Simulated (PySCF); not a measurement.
Dissociation curve of SMILES [SiH3][SiH3]. The Si1–H8 bond (Si1 also carries H, H, Si; H8 carries nothing else) is varied alone, starting from the PBE0/def2-TZVP optimised geometry.

```
8

Si     0.0000     0.0000     0.0000
Si    -1.8810    -1.1305    -0.8120
H      1.2450    -0.6614    -0.4751
H      0.0000     1.4098    -0.4751
H     -1.8810    -2.5404    -0.3370
H     -3.1260    -0.4690    -0.3368
H     -1.8811    -1.1305    -2.2997
H      0.0000     0.0000     1.4877
```

Levels: RHF/LANL2DZ = restricted Hartree-Fock/LANL2DZ, with its core potentials past Ne run with PySCF 2.14.0; UKS-B3LYP/6-31G* = PySCF with unrestricted B3LYP/6-31G*, spherical d; UKS-B3LYP/3-21G = PySCF 2.14.0 with unrestricted B3LYP/3-21G; RKS-B3LYP/6-31G* = PySCF 2.14.0 with restricted B3LYP/6-31G*, spherical d; RKS-PBE = restricted PBE/cc-pVDZ run with PySCF.

Energies are in kJ/mol, each relative to the lowest point of its own curve near equilibrium.

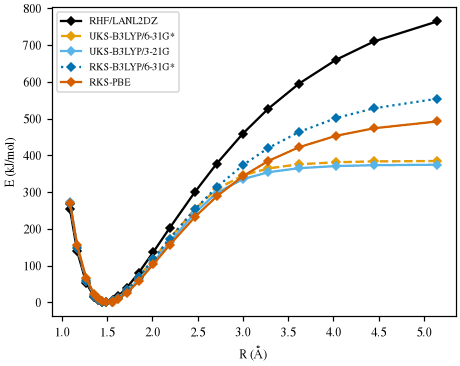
Figure: Energy against bond length for each method.

```json
[
 {"R / Å": "1.09", "RHF/LANL2DZ": "254.2", "UKS-B3LYP/6-31G*": "267.4", "UKS-B3LYP/3-21G": "272.5", "RKS-B3LYP/6-31G*": "267.4", "RKS-PBE": "271.5"},
 {"R / Å": "1.17", "RHF/LANL2DZ": "138.7", "UKS-B3LYP/6-31G*": "148.3", "UKS-B3LYP/3-21G": "152.9", "RKS-B3LYP/6-31G*": "148.3", "RKS-PBE": "154.8"},
 {"R / Å": "1.27", "RHF/LANL2DZ": "52.9", "UKS-B3LYP/6-31G*": "59.0", "UKS-B3LYP/3-21G": "62.3", "RKS-B3LYP/6-31G*": "59.0", "RKS-PBE": "65.5"},
 {"R / Å": "1.36", "RHF/LANL2DZ": "14.2", "UKS-B3LYP/6-31G*": "17.7", "UKS-B3LYP/3-21G": "19.7", "RKS-B3LYP/6-31G*": "17.7", "RKS-PBE": "22.1"},
 {"R / Å": "1.40", "RHF/LANL2DZ": "5.5", "UKS-B3LYP/6-31G*": "7.9", "UKS-B3LYP/3-21G": "9.3", "RKS-B3LYP/6-31G*": "7.9", "RKS-PBE": "11.0"},
 {"R / Å": "1.44", "RHF/LANL2DZ": "0.9", "UKS-B3LYP/6-31G*": "2.3", "UKS-B3LYP/3-21G": "3.0", "RKS-B3LYP/6-31G*": "2.3", "RKS-PBE": "4.0"},
 {"R / Å": "1.49", "RHF/LANL2DZ": "0.0", "UKS-B3LYP/6-31G*": "0.0", "UKS-B3LYP/3-21G": "0.0", "RKS-B3LYP/6-31G*": "0.0", "RKS-PBE": "0.0"},
 {"R / Å": "1.55", "RHF/LANL2DZ": "4.6", "UKS-B3LYP/6-31G*": "2.9", "UKS-B3LYP/3-21G": "2.0", "RKS-B3LYP/6-31G*": "2.9", "RKS-PBE": "0.8"},
 {"R / Å": "1.56", "RHF/LANL2DZ": "5.9", "UKS-B3LYP/6-31G*": "3.9", "UKS-B3LYP/3-21G": "2.8", "RKS-B3LYP/6-31G*": "3.9", "RKS-PBE": "1.5"},
 {"R / Å": "1.62", "RHF/LANL2DZ": "16.1", "UKS-B3LYP/6-31G*": "12.3", "UKS-B3LYP/3-21G": "10.2", "RKS-B3LYP/6-31G*": "12.3", "RKS-PBE": "7.9"},
 {"R / Å": "1.72", "RHF/LANL2DZ": "40.4", "UKS-B3LYP/6-31G*": "33.4", "UKS-B3LYP/3-21G": "29.5", "RKS-B3LYP/6-31G*": "33.4", "RKS-PBE": "25.9"},
 {"R / Å": "1.85", "RHF/LANL2DZ": "80.7", "UKS-B3LYP/6-31G*": "68.7", "UKS-B3LYP/3-21G": "62.6", "RKS-B3LYP/6-31G*": "68.7", "RKS-PBE": "57.9"},
 {"R / Å": "2.01", "RHF/LANL2DZ": "136.7", "UKS-B3LYP/6-31G*": "117.6", "UKS-B3LYP/3-21G": "109.1", "RKS-B3LYP/6-31G*": "117.6", "RKS-PBE": "103.4"},
 {"R / Å": "2.19", "RHF/LANL2DZ": "202.0", "UKS-B3LYP/6-31G*": "173.3", "UKS-B3LYP/3-21G": "163.2", "RKS-B3LYP/6-31G*": "173.3", "RKS-PBE": "156.0"},
 {"R / Å": "2.47", "RHF/LANL2DZ": "300.2", "UKS-B3LYP/6-31G*": "253.6", "UKS-B3LYP/3-21G": "243.5", "RKS-B3LYP/6-31G*": "253.6", "RKS-PBE": "232.2"},
 {"R / Å": "2.71", "RHF/LANL2DZ": "377.2", "UKS-B3LYP/6-31G*": "307.9", "UKS-B3LYP/3-21G": "297.8", "RKS-B3LYP/6-31G*": "313.2", "RKS-PBE": "288.2"},
 {"R / Å": "3.00", "RHF/LANL2DZ": "459.2", "UKS-B3LYP/6-31G*": "345.6", "UKS-B3LYP/3-21G": "335.3", "RKS-B3LYP/6-31G*": "373.3", "RKS-PBE": "343.3"},
 {"R / Å": "3.28", "RHF/LANL2DZ": "526.9", "UKS-B3LYP/6-31G*": "364.5", "UKS-B3LYP/3-21G": "354.1", "RKS-B3LYP/6-31G*": "419.9", "RKS-PBE": "384.7"},
 {"R / Å": "3.62", "RHF/LANL2DZ": "595.2", "UKS-B3LYP/6-31G*": "375.7", "UKS-B3LYP/3-21G": "365.2", "RKS-B3LYP/6-31G*": "463.5", "RKS-PBE": "422.2"},
 {"R / Å": "4.03", "RHF/LANL2DZ": "660.2", "UKS-B3LYP/6-31G*": "381.3", "UKS-B3LYP/3-21G": "371.0", "RKS-B3LYP/6-31G*": "501.6", "RKS-PBE": "453.3"},
 {"R / Å": "4.45", "RHF/LANL2DZ": "710.2", "UKS-B3LYP/6-31G*": "383.6", "UKS-B3LYP/3-21G": "373.4", "RKS-B3LYP/6-31G*": "528.2", "RKS-PBE": "473.8"},
 {"R / Å": "5.15", "RHF/LANL2DZ": "764.7", "UKS-B3LYP/6-31G*": "384.8", "UKS-B3LYP/3-21G": "374.5", "RKS-B3LYP/6-31G*": "554.3", "RKS-PBE": "492.4"}
]
```

At the longest distance, 5.15 Å, RHF/LANL2DZ lies highest above its minimum (764.7 kJ/mol) and UKS-B3LYP/3-21G lowest (374.5 kJ/mol).

The restricted form behind RHF/LANL2DZ, RKS-B3LYP/6-31G*, RKS-PBE keeps the bonding electrons paired and can't separate into open-shell fragments. The unrestricted determinant behind UKS-B3LYP/6-31G*, UKS-B3LYP/3-21G is spin-contaminated at 2.71 to 5.15 Å (<S²> up to 1.0, against 0.00 for a pure singlet). At the longest distance RKS-PBE leaves fractional charges on the fragments, a sign of delocalisation error or of the restricted form.
